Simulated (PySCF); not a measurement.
# C4H8F2: runs on many settings, part 2 of 2

PySCF 2.14.0. Atoms count from 0.

## Step 5: Indirect couplings: B97-D/def2-TZVP

Job settings and geometry (Å):

```
{"job": {"kind": "j", "xc": "B97-D", "basis": "def2-TZVP", "scf": {"max_cycle": 57}}, "charge": 0, "multiplicity": 1}
C      1.338413    -0.443553     0.122058
C     -0.068845    -0.035411    -0.064714
C     -1.016170    -0.943899     0.612512
F     -0.341999    -0.055657    -1.390897
C     -0.280293     1.378525     0.353430
F      0.004176     1.524205     1.642344
H      1.468997    -1.443774    -0.184284
H      1.973054     0.171381    -0.454091
H      1.598097    -0.353224     1.139188
H     -0.885545    -0.874162     1.655736
H     -0.848280    -1.938472     0.305169
H     -2.007977    -0.678825     0.368727
H      0.359042     2.027701    -0.191338
H     -1.293328     1.664706     0.216282
```

With the program's defaults for keys left out, this is: B97-D/def2-TZVP indirect spin-spin coupling, non-relativistic, gas phase.

The log of the run:

```text
final grid: 111016 points
cycle   1  E = -356.7096067282  dE =  7.270e-01  |g| = 8.247e-01  |ddm| = 2.745e+00
cycle   2  E = -356.5470958811  dE =  1.625e-01  |g| = 1.308e+00  |ddm| = 2.191e+00
cycle   3  E = -356.8303974512  dE = -2.833e-01  |g| = 1.526e-01  |ddm| = 1.599e+00
cycle   4  E = -356.8342576703  dE = -3.860e-03  |g| = 5.356e-02  |ddm| = 1.320e-01
cycle   5  E = -356.8348245235  dE = -5.669e-04  |g| = 9.602e-03  |ddm| = 4.651e-02
cycle   6  E = -356.8348390725  dE = -1.455e-05  |g| = 5.233e-03  |ddm| = 1.399e-02
cycle   7  E = -356.8348435809  dE = -4.508e-06  |g| = 9.733e-04  |ddm| = 3.524e-03
cycle   8  E = -356.8348436931  dE = -1.122e-07  |g| = 3.783e-04  |ddm| = 1.149e-03
cycle   9  E = -356.8348437189  dE = -2.580e-08  |g| = 9.772e-05  |ddm| = 4.769e-04
cycle  10  E = -356.8348437210  dE = -2.066e-09  |g| = 1.222e-05  |ddm| = 1.284e-04
cycle  11  E = -356.8348437210  dE = -3.070e-11  |g| = 4.250e-06  |ddm| = 1.679e-05
converged SCF energy = -356.8348437210

Indirect spin-spin couplings (Hz)
  i      j    bonds     total        FC       PSO       DSO        SD
  0 C    1 C    1     39.096    39.995    -1.224     0.326         -
  0 C    2 C    2      4.669     4.879    -0.223     0.013         -
  0 C    3 F    2     19.206    21.015    -2.160    -0.010     0.361
  0 C    4 C    2      2.339     2.455    -0.157     0.041         -
  0 C    5 F    3      1.390     2.161    -0.720     0.041    -0.091
  0 C    6 H    1    111.736   109.502     1.301     0.934         -
  0 C    7 H    1    110.279   108.033     1.293     0.952         -
  0 C    8 H    1    107.232   104.973     1.299     0.960         -
  0 C    9 H    3      0.567     0.584    -0.040     0.023         -
  0 C   10 H    3      3.423     3.435    -0.084     0.071         -
  0 C   11 H    3      7.316     7.457     0.365    -0.506         -
  0 C   12 H    3      3.287     3.252    -0.049     0.085         -
  0 C   13 H    3      4.858     4.991     0.385    -0.518         -
  1 C    2 C    1     39.068    39.961    -1.218     0.325         -
  1 C    3 F    1   -268.339  -313.380    24.204     1.159    19.678
  1 C    4 C    1     45.319    45.756    -0.823     0.386         -
  1 C    5 F    2      7.421    12.097    -4.888     0.181     0.031
  1 C    6 H    2     -6.802    -6.671    -0.232     0.102         -
  1 C    7 H    2     -6.769    -6.644    -0.230     0.106         -
  1 C    8 H    2     -1.359    -1.429    -0.102     0.172         -
  1 C    9 H    2     -1.250    -1.315    -0.104     0.170         -
  1 C   10 H    2     -6.799    -6.667    -0.233     0.100         -
  1 C   11 H    2     -6.782    -6.663    -0.224     0.104         -
  1 C   12 H    2     -4.193    -4.162    -0.174     0.143         -
  1 C   13 H    2     -3.953    -3.917    -0.176     0.140         -
  2 C    3 F    2     19.832    21.675    -2.180    -0.011     0.348
  2 C    4 C    2      2.643     2.766    -0.165     0.041         -
  2 C    5 F    3      0.293     0.921    -0.540     0.022    -0.110
  2 C    6 H    3      3.417     3.430    -0.082     0.069         -
  2 C    7 H    3      7.388     7.528     0.367    -0.506         -
  2 C    8 H    3      0.588     0.604    -0.043     0.027         -
  2 C    9 H    1    107.053   104.787     1.311     0.955         -
  2 C   10 H    1    111.719   109.489     1.298     0.931         -
  2 C   11 H    1    110.363   108.122     1.293     0.949         -
  2 C   12 H    3      4.927     5.061     0.381    -0.516         -
  2 C   13 H    3      3.611     3.571    -0.068     0.108         -
  3 F    4 C    2     32.424    37.513    -4.321     0.182    -0.950
  3 F    5 F    3    -68.357   -60.668   -23.129    -1.592    17.032
  3 F    6 H    3      6.659     6.236     0.915    -0.165    -0.327
  3 F    7 H    3     10.091     9.586     0.862     0.101    -0.457
  3 F    8 H    3     42.273    44.342     0.332    -2.194    -0.206
  3 F    9 H    3     42.421    44.492     0.327    -2.196    -0.202
  3 F   10 H    3      6.148     5.707     0.947    -0.178    -0.328
  3 F   11 H    3     10.618    10.109     0.864     0.114    -0.468
  3 F   12 H    3      3.237     3.486     0.144     0.228    -0.622
  3 F   13 H    3      1.302     1.533     0.235     0.111    -0.577
  4 C    5 F    1   -276.211  -318.215    23.341     0.887    17.776
  4 C    6 H    3      6.187     6.306     0.331    -0.450         -
  4 C    7 H    3      3.356     3.382    -0.172     0.145         -
  4 C    8 H    3      0.376     0.426    -0.119     0.069         -
  4 C    9 H    3      0.413     0.467    -0.136     0.083         -
  4 C   10 H    3      6.467     6.587     0.328    -0.448         -
  4 C   11 H    3      3.425     3.450    -0.170     0.144         -
  4 C   12 H    1    128.697   127.685    -0.356     1.368         -
  4 C   13 H    1    128.590   127.577    -0.353     1.366         -
  5 F    6 H    4      3.441     3.936     1.034    -1.427    -0.102
  5 F    7 H    4     -0.579    -0.414     0.608    -0.452    -0.321
  5 F    8 H    4      8.272     8.737    -1.571     1.299    -0.193
  5 F    9 H    4      7.168     7.536    -1.386     1.221    -0.203
  5 F   10 H    4      2.228     2.740     1.014    -1.414    -0.112
  5 F   11 H    4     -0.389    -0.217     0.696    -0.550    -0.318
  5 F   12 H    2     36.984    30.218    10.889    -1.115    -3.008
  5 F   13 H    2     37.246    30.471    10.914    -1.112    -3.027
  6 H    7 H    2    -11.699   -11.554     2.318    -2.462         -
  6 H    8 H    2    -12.695   -12.526     2.347    -2.517         -
  6 H    9 H    4     -0.254    -0.158     0.428    -0.524         -
  6 H   10 H    4      0.374     0.017    -1.426     1.782         -
  6 H   11 H    4     -0.327     0.021     1.331    -1.679         -
  6 H   12 H    4     -0.457    -0.111     1.362    -1.708         -
  6 H   13 H    4      1.336     1.781     1.725    -2.170         -
  7 H    8 H    2    -12.620   -12.465     2.275    -2.430         -
  7 H   10 H    4     -0.311     0.039     1.334    -1.684         -
  7 H   11 H    4      2.675     3.109     1.729    -2.163         -
  7 H   12 H    4      0.280    -0.091    -1.459     1.830         -
  7 H   13 H    4     -0.343     0.041     1.398    -1.782         -
  8 H    9 H    4      1.058     0.798    -1.148     1.407         -
  8 H   10 H    4     -0.257    -0.168     0.404    -0.494         -
  8 H   12 H    4     -0.260    -0.172     0.376    -0.464         -
  8 H   13 H    4     -0.665    -0.233     1.546    -1.978         -
  9 H   10 H    2    -12.676   -12.506     2.355    -2.525         -
  9 H   11 H    2    -12.614   -12.457     2.287    -2.443         -
  9 H   12 H    4     -0.586    -0.147     1.561    -2.001         -
  9 H   13 H    4     -0.243    -0.189     0.239    -0.293         -
 10 H   11 H    2    -11.709   -11.564     2.318    -2.463         -
 10 H   12 H    4      1.507     1.951     1.724    -2.167         -
 10 H   13 H    4     -0.363    -0.017     1.358    -1.704         -
 11 H   12 H    4     -0.345     0.024     1.351    -1.720         -
 11 H   13 H    4      0.284    -0.098    -1.504     1.886         -
 12 H   13 H    2     -8.742    -8.397     1.637    -1.981         -
```

Run time: 62 s. Hardware: 1 thread of Arm Neoverse N1, shared host; peak memory 0.66 GiB.

All coordinates were scaled by 0.97, so these values belong to a distorted geometry and are kept out of the summary. Its HOMO lies at -7.37 eV, against -9.04 eV in step 2 (PBE0/pcSseg-1), a different level, so the two don't compare directly.

## Step 6: Nuclear shieldings: BLYP/pcSseg-1

Job settings and geometry (Å):

```
{"job": {"kind": "nmr", "xc": "BLYP", "basis": "pcSseg-1", "pop": false}, "charge": 0, "multiplicity": 1}
C      1.379807    -0.457271     0.125833
C     -0.070974    -0.036506    -0.066715
C     -1.047598    -0.973092     0.631456
F     -0.352576    -0.057378    -1.433914
C     -0.288962     1.421160     0.364361
F      0.004305     1.571345     1.693138
H      1.514430    -1.488427    -0.189983
H      2.034076     0.176681    -0.468135
H      1.647523    -0.364148     1.174421
H     -0.912933    -0.901198     1.706944
H     -0.874515    -1.998425     0.314607
H     -2.070079    -0.699820     0.380131
H      0.370146     2.090413    -0.197256
H     -1.333328     1.716192     0.222971
```

Level: GIAO BLYP/pcSseg-1 NMR shielding, non-relativistic, gas phase.

The log of the run:

```text
coarse grid: 11480 points
cycle   1  E = -356.5992999856  dE =  3.887e-01  |g| = 7.931e-01  |ddm| = 3.073e+00
cycle   2  E = -356.4086387460  dE =  1.907e-01  |g| = 1.333e+00  |ddm| = 1.688e+00
cycle   3  E = -356.7113617309  dE = -3.027e-01  |g| = 1.544e-01  |ddm| = 1.122e+00
cycle   4  E = -356.7155630106  dE = -4.201e-03  |g| = 5.302e-02  |ddm| = 1.409e-01
cycle   5  E = -356.7161698456  dE = -6.068e-04  |g| = 7.467e-03  |ddm| = 4.351e-02
cycle   6  E = -356.7161756998  dE = -5.854e-06  |g| = 5.846e-03  |ddm| = 9.846e-03
cycle   7  E = -356.7161812079  dE = -5.508e-06  |g| = 7.691e-04  |ddm| = 4.006e-03
final grid: 111016 points
cycle   8  E = -356.7887717370  dE = -4.029e-05  |g| = 1.433e-02  |ddm| = 2.877e-02
cycle   9  E = -356.7886750169  dE =  9.672e-05  |g| = 2.730e-02  |ddm| = 2.801e-02
cycle  10  E = -356.7888116612  dE = -1.366e-04  |g| = 2.221e-03  |ddm| = 1.899e-02
cycle  11  E = -356.7888125547  dE = -8.935e-07  |g| = 4.133e-04  |ddm| = 1.846e-03
cycle  12  E = -356.7888125853  dE = -3.058e-08  |g| = 1.086e-04  |ddm| = 3.246e-04
cycle  13  E = -356.7888125869  dE = -1.645e-09  |g| = 3.278e-05  |ddm| = 1.039e-04
cycle  14  E = -356.7888125871  dE = -1.450e-10  |g| = 1.036e-05  |ddm| = 3.224e-05
converged SCF energy = -356.7888125871

GIAO shielding tensors (ppm)
atom      isotropic    diamagn.    paramagn.     s11        s22        s33       span
  0 C      151.113     248.189     -97.076    131.591    142.071    179.677     48.087
  1 C       77.229     241.566    -164.337     40.363     54.862    136.461     96.098
  2 C      150.766     248.087     -97.321    130.492    142.019    179.787     49.295
  3 F      345.328     476.624    -131.296    317.306    346.747    371.931     54.625
  4 C       82.452     243.149    -160.697     55.896     67.019    124.442     68.546
  5 F      410.116     473.808     -63.692    386.322    394.118    449.907     63.586
  6 H       30.410      30.593      -0.183     26.886     29.242     35.101      8.216
  7 H       30.481      30.542      -0.061     27.109     28.186     36.148      9.040
  8 H       30.191      30.628      -0.437     26.767     29.034     34.773      8.006
  9 H       30.203      30.498      -0.295     26.813     28.990     34.807      7.993
 10 H       30.387      30.478      -0.090     26.845     29.224     35.094      8.249
 11 H       30.477      30.358       0.119     27.122     28.184     36.125      9.004
 12 H       27.174      29.800      -2.625     24.014     27.655     29.854      5.839
 13 H       27.175      29.743      -2.568     24.089     27.612     29.823      5.734
```

It took 29 s on 1 thread of Arm Neoverse N1, shared host; peak memory 0.55 GiB.

Key values: δ C1 100.8, C4 95.6, C0 27.1, F3 -206.9, H12 4.63, H6 1.44 ppm (means over like atoms).

## Step 7: Side by side: NMR shifts

Shifts (ppm), means over like atoms, with basis size and wall time:

| run | C1 | C4 | C0 | H12 | H6 | F3 | F5 | functions | time |
| --- | --- | --- | --- | --- | --- | --- | --- | --- | --- |
| PBE0/pcSseg-1 | 95.0 | 90.8 | 26.1 | 4.54 | 1.45 | -191.4 | -257.9 | 142 | 29 s |
| WP04/pcSseg-1 | 100.9 | 91.7 | 26.6 | 4.47 | 1.49 | -191.2 | -247.7 | 142 | 29 s |
| BLYP/pcSseg-1 | 100.8 | 95.6 | 27.1 | 4.63 | 1.44 | -206.9 | -271.6 | 142 | 29 s |

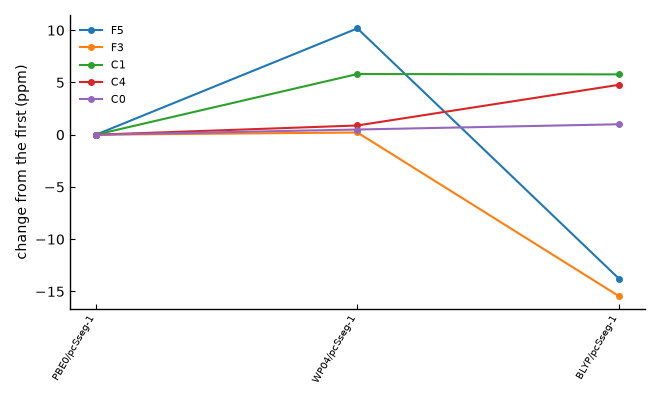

How five of the tabulated atoms move from run to run.

## Step 8: Results

The summary covers parts 1 to 2.

| quantity | value |
| --- | --- |
| 13C shifts against TMS (PBE0/pcSseg-1, means over atoms taken as alike) | 95.0, 90.8, 26.1 ppm |
| 1H shifts against TMS (PBE0/pcSseg-1, means over atoms taken as alike) | 4.54, 1.45 ppm |
| 19F shifts against CFCl3 (PBE0/pcSseg-1) | -191.4, -257.9 ppm |
| potential on the surface of density 0.002 e/bohr³, 1st and 99th percentile | -0.98 V and 0.87 V |
| lowest singlet (PBE0/def2-SVPD) | 8.67 eV (143 nm), f = 0.050 |
| brightest single state of those computed | state 2, 8.94 eV, f = 0.061 |
| lowest triplet | 8.36 eV |
| range of the shift of F5 | -271.6 to -247.7 ppm |
| property runs in this session | 5, of which 0 failed and 1 gave unsound results |

What this shows: Single values in the summary come from the first sound run of each kind (PBE0/pcSseg-1; PBE0/def2-SVPD), which need not be the best level. C1 (fully substituted sp3 carbon bonded to F) lies farthest downfield among carbon, at 95.0 ppm; pulled downfield by the heteroatom. H12, H13 (mean) (hydrogen on an sp3 CH2 bonded to F) lies farthest downfield among hydrogen, at 4.54 ppm; its carbon carries F, which withdraws density. At PBE0/pcSseg-1: Shielding is most anisotropic at C1 (span 94 ppm, paramagnetic term -150 ppm). The lowest singlet, at 8.67 eV, is HOMO→LUMO 0.91 and is bright; of the 6 states computed, the strongest absorption comes from state 2 at 8.94 eV. The lowest triplet lies 0.31 eV below the lowest singlet (triplets in Tamm-Dancoff, singlets in full TDDFT). Across the 3 runs the shift of F5 moves most, between -271.6 (BLYP/pcSseg-1) and -247.7 ppm (WP04/pcSseg-1).
